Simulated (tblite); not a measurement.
## CH₅F₃OSi₂: molecular dynamics

- system: CH₅F₃OSi₂
- method: GFN2-xTB Langevin dynamics, gas phase (tblite 0.8.0)

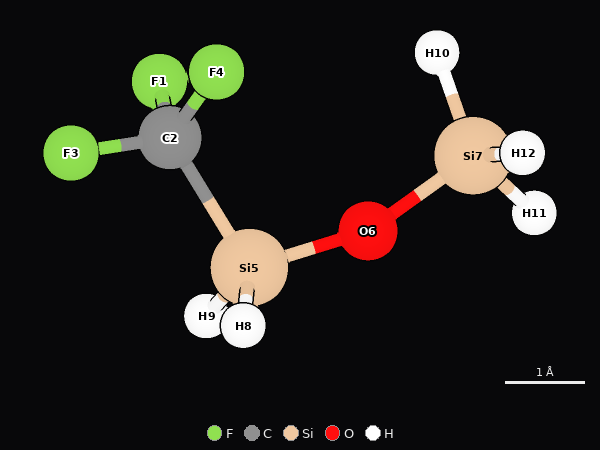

The starting structure (ball-and-stick view, seen at a tilt; atoms are numbered from 1 in the order of the input). Bond lengths as drawn: C–F 1.35 Å, C–Si 1.95 Å, H–Si 1.45 to 1.46 Å and O–Si 1.60 to 1.65 Å.

## Key numbers

- outcome: finished
- mean temperature over the second half: 956 K
- trajectory: 41 frames kept, 1000 fs
- hardware: 1 CPU thread, shared host
- wall time: 39 s
- peak memory: 0.19 GiB

## Input
```
{"job": {"kind": "md", "xc": "GFN2-xTB", "basis": "xTB", "temperature": 600, "steps": 2000, "every": 50}, "charge": 0, "multiplicity": 1}
F     -2.087758     0.560244    -0.943877
C     -1.790142     0.095531     0.289105
F     -2.952678    -0.360727     0.799541
F     -1.468543     1.184264     1.020695
Si    -0.367500    -1.233712     0.259945
O      0.958399    -0.423148    -0.108118
Si     1.981747     0.816078    -0.469977
H     -0.268053    -1.760409     1.612239
H     -0.696892    -2.150535    -0.819805
H      1.196495     1.862130    -1.113869
H      2.948184     0.184658    -1.362916
H      2.547940     1.224941     0.811010
```

The first line tells a small driver script what to run in tblite; the rest is the geometry in Å.

Run as:
```bash
OMP_NUM_THREADS=1 python <driver script> task.json out
```

## What the program printed
```
t/fs     T/K      E/eV
    0.0   523.0   -722.01527
   25.0   508.2   -721.53609
   50.0   533.6   -721.24628
   75.0   604.1   -721.35424
  100.0   351.6   -721.09221
  125.0   595.0   -721.16468
  150.0   896.5   -721.32039
  175.0   602.2   -720.83768
  200.0   572.0   -721.09918
  225.0   719.8   -721.29052
  250.0   559.7   -721.31065
  275.0   590.6   -720.87377
  300.0   614.2   -721.14395
  325.0   570.7   -721.17366
  350.0   742.8   -721.13043
  375.0  1030.9   -720.69632
  400.0   921.5   -719.79962
  425.0  1599.2   -720.26456
  450.0  1883.0   -720.30566
  475.0  1517.4   -720.17718
  500.0   860.7   -719.51393
  525.0   812.4   -719.79003
  550.0  1134.4   -720.52172
  575.0  1201.2   -721.03465
  600.0  1112.2   -720.60716
  625.0  1287.4   -720.25532
  650.0  1176.7   -720.41820
  675.0  1069.2   -720.63674
  700.0  1055.1   -720.70643
  725.0  1387.9   -720.74876
  750.0   929.6   -720.56483
  775.0   690.2   -720.02586
  800.0  1121.3   -720.79081
  825.0  1029.9   -720.63843
  850.0   684.3   -720.69241
  875.0   667.4   -720.72839
  900.0   655.9   -720.88988
  925.0   973.5   -721.17226
  950.0   614.3   -720.84040
  975.0   680.3   -720.70918
 1000.0   927.6   -720.92366
```

## Trajectory as extended XYZ (Å, eV, eV/Å), 8 of the 41 frames kept, from step=0 to step=40
```
12
Properties=species:S:1:pos:R:3:forces:R:3 step=0 time_fs=0.0 energy=-722.01527 temperature=523.0
F    -2.0878    0.5602   -0.9439    0.0014   0.0017  -0.0009
C    -1.7901    0.0955    0.2891   -0.0039  -0.0016   0.0001
F    -2.9527   -0.3607    0.7995   -0.0069  -0.0022  -0.0012
F    -1.4685    1.1843    1.0207   -0.0012  -0.0040   0.0073
Si   -0.3675   -1.2337    0.2599    0.0049  -0.0005   0.0021
O     0.9584   -0.4231   -0.1081   -0.0012   0.0050  -0.0010
Si    1.9817    0.8161   -0.4700   -0.0020  -0.0002  -0.0009
H    -0.2681   -1.7604    1.6122   -0.0009   0.0071  -0.0035
H    -0.6969   -2.1505   -0.8198   -0.0021  -0.0036   0.0014
H     1.1965    1.8621   -1.1139    0.0042   0.0001  -0.0014
H     2.9482    0.1847   -1.3629    0.0055  -0.0015  -0.0036
H     2.5479    1.2249    0.8110    0.0023  -0.0003   0.0017
12
Properties=species:S:1:pos:R:3:forces:R:3 step=6 time_fs=150.0 energy=-721.32039 temperature=896.5
F    -2.0017    0.5107   -0.9144    0.0814   0.5996  -1.9942
C    -1.8102    0.2360    0.3413   -1.8802   0.4177   0.4458
F    -2.9679   -0.3432    0.7110   -0.5681  -0.9290   0.3478
F    -1.8770    1.3873    1.0084    0.5424   1.0818   0.3564
Si   -0.3465   -0.7954    0.7356    2.8083  -2.9316   0.4083
O     0.9115   -0.5893   -0.2826   -0.5016   0.4537   0.4106
Si    2.1774    0.3149   -0.8480    0.6739  -1.0364   1.4628
H    -0.1451   -0.4023    2.1877    0.0606  -0.3216  -0.8585
H    -0.4826   -2.3280    0.3431   -0.3244   1.6124   0.6250
H     2.1210    1.5136   -0.0911   -0.0462   0.9527   0.4304
H     1.9905    0.5566   -2.2198   -0.1654  -0.0543  -1.1475
H     3.4169   -0.3905   -0.3450   -0.6806   0.1551  -0.4867
12
Properties=species:S:1:pos:R:3:forces:R:3 step=11 time_fs=275.0 energy=-720.87377 temperature=590.6
F    -2.2798    0.2732   -0.7774    0.2912  -0.0347   0.8666
C    -1.9340    0.2317    0.5501    0.4034  -0.9711  -0.1612
F    -2.8006   -0.7156    1.1075    0.4388   1.1738  -0.3063
F    -2.2209    1.4579    1.0457    0.0684  -0.9055  -0.0493
Si   -0.0106   -0.5993    0.8491    0.3422   3.4890   0.0425
O     0.9786    0.2325   -0.1869    0.1044  -0.2919  -0.2747
Si    2.1293    0.0532   -1.3851   -1.2550   0.3949   0.6243
H     0.5338    0.0305    2.1708   -0.7394  -0.9464  -0.9871
H    -0.1408   -1.7933    0.1244   -0.2992  -1.3828  -0.0147
H     3.0147    1.0973   -1.7023    0.5326   1.4211   0.3396
H     1.7327   -0.3260   -2.6868   -1.0274  -0.3417  -0.9545
H     2.8682   -1.0231   -0.9268    1.1401  -1.6048   0.8747
12
Properties=species:S:1:pos:R:3:forces:R:3 step=17 time_fs=425.0 energy=-720.26456 temperature=1599.2
F    -2.2421    0.5320   -0.2577   -0.2507  -1.1448  -0.8321
C    -1.6868   -0.0389    0.8161   -0.8946   0.9407   1.5354
F    -2.1274   -1.3279    1.0712    0.2892   1.8703  -0.6608
F    -2.3222    0.8184    1.7907    0.9141  -1.6226  -0.2628
Si    0.2156    0.4702    0.7518   -1.9112  -2.4410  -3.0245
O     0.5874   -0.1620   -0.6786    0.2117   1.0465   0.7741
Si    1.6686   -0.1110   -1.9524   -2.9185  -0.9971  -0.1933
H    -0.0538    1.7068    1.2140   -0.3503   3.7862   0.1730
H     0.8262    0.0065    1.8522    2.0306  -1.9519   2.6642
H     2.1828    1.2317   -1.9554   -0.1744   0.6301  -0.5157
H     0.6997   -1.1593   -2.6156    1.0782   1.2275  -0.2633
H     2.7352   -0.8460   -1.4904    1.9757  -1.3440   0.6057
12
Properties=species:S:1:pos:R:3:forces:R:3 step=23 time_fs=575.0 energy=-721.03465 temperature=1201.2
F    -2.5576    0.1048    0.0667    1.1487  -0.1182   1.3704
C    -1.4431    0.0286    0.9348   -0.8994  -1.7582  -2.2076
F    -0.9917   -1.3159    0.7457   -0.9319   1.8068   0.8345
F    -1.8215    0.2473    2.1515   -1.0536  -0.7209   1.2195
Si   -0.0725    1.2044    0.5269    3.3849   1.0650  -0.7970
O     0.5613    0.4252   -0.7274   -0.2079   0.6244   0.0488
Si    1.0583   -0.5652   -1.9215   -0.6992  -0.0458  -1.1572
H    -0.2310    2.6437    0.3008   -0.6281  -0.3519  -0.1130
H     1.1294    1.1851    1.4574   -0.9954  -0.2574  -0.0692
H     0.0014   -0.6914   -3.0401    0.6798   0.3702   0.6191
H     0.8644   -1.8812   -1.2833    0.6557   0.1835  -0.0882
H     2.2054    0.2720   -2.4461   -0.4535  -0.7974   0.3396
12
Properties=species:S:1:pos:R:3:forces:R:3 step=29 time_fs=725.0 energy=-720.74876 temperature=1387.9
F    -2.5171    0.2737    0.4302    0.1966   0.5333  -0.1125
C    -1.3300   -0.0206    1.0818   -2.0525   0.5220  -0.2174
F    -1.2585   -1.3038    0.8785    0.7062  -1.9397   0.0444
F    -1.6420    0.1668    2.3607    0.1015   0.0590   0.8772
Si    0.0988    1.0148    0.4233   -2.6890   3.3972   3.3277
O     0.3576    0.3316   -0.8785    1.1221  -2.2818  -5.5439
Si    0.9650   -0.3470   -2.2363    2.9238  -1.6737  -0.5229
H    -0.6710    2.2670    0.2453    0.5159  -0.0020  -0.0517
H     1.0516    0.8979    1.4049    1.7898  -0.0143   1.4402
H     0.1353   -1.2657   -3.0568   -0.2202   0.9639   0.3566
H     1.9761   -1.3595   -1.6763   -0.7593   0.3420   0.0425
H     2.1661    0.4280   -2.8931   -1.6349   0.0940   0.3596
12
Properties=species:S:1:pos:R:3:forces:R:3 step=34 time_fs=850.0 energy=-720.69241 temperature=684.3
F    -2.2972    0.5036    0.4836   -0.6926  -0.7279   0.2488
C    -1.2916   -0.1963    1.0861    1.2752   2.3607   0.2425
F    -1.4642   -1.4879    0.9443   -0.3513  -0.2818   0.1074
F    -1.3265    0.1636    2.4173   -0.7309  -0.7609  -0.2736
Si    0.2502    0.8377    0.5081    1.1505   1.3646   3.5196
O     0.6922    0.3905   -0.8959    0.5580  -0.4552  -2.7625
Si    0.4457   -0.1683   -2.4199   -0.6534  -3.1038   1.7553
H     0.0994    2.3172    0.6974   -0.6251  -0.6355  -0.5061
H     1.3714    0.7216    1.5457   -0.6659  -0.5616  -0.7244
H    -0.8744   -0.1214   -2.8904   -1.1392   0.6417  -0.2754
H     0.6752   -1.7161   -2.3090   -0.4644   0.8040   0.3689
H     1.5193   -0.0881   -3.2417    2.3391   1.3555  -1.7004
12
Properties=species:S:1:pos:R:3:forces:R:3 step=40 time_fs=1000.0 energy=-720.92366 temperature=927.6
F    -2.3843    0.1967    0.9902    0.2527   0.4200   0.1926
C    -1.0604   -0.0909    1.0744   -1.0136   0.0707   0.2919
F    -1.0416   -1.3477    0.5420    0.6610   0.2813   0.5629
F    -0.7600   -0.1090    2.4063   -0.5440  -0.8702  -0.2178
Si    0.2399    1.1581    0.4249   -0.8737   1.8125  -2.9318
O     0.4628    0.7872   -1.1228   -0.6422  -1.8090  -0.1967
Si   -0.0588   -0.4996   -2.2585   -0.2634   3.3877   0.3102
H     0.0062    2.6320    0.1775   -0.2537  -0.9240   0.6752
H     1.2629    0.8590    1.2943    1.7318  -0.4373   1.2975
H    -1.5107    0.0420   -2.4883    1.1141  -1.0245   0.3038
H     0.5091   -1.7642   -1.9069   -0.1777  -0.4632   0.2882
H     0.7610    0.2389   -3.2133    0.0087  -0.4439  -0.5759
```

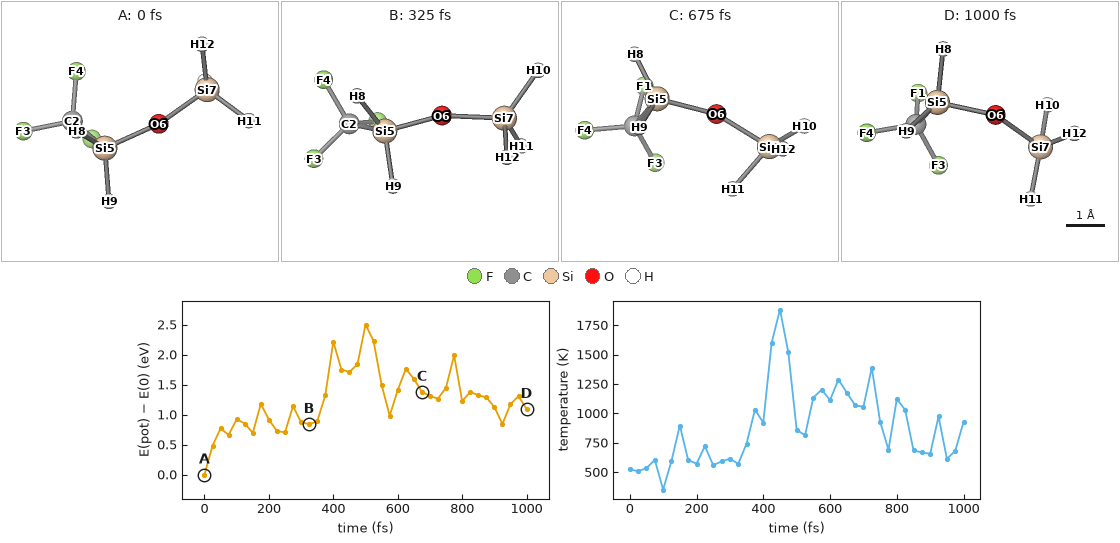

Frames of the molecular dynamics (ball-and-stick, seen at a tilt) above the curves, on which the letters mark them. The trajectory kept here has 41 frames over 1000 fs. The temperature starts at 523 K, ranges from 352 to 1883 K and averages 956 K over the second half. The potential energy ends 1.092 eV above its first value. After an unweighted best fit of the last frame on the first, the root-mean-square displacement is 1.49 Å, and F3 has moved furthest (2.88 Å).
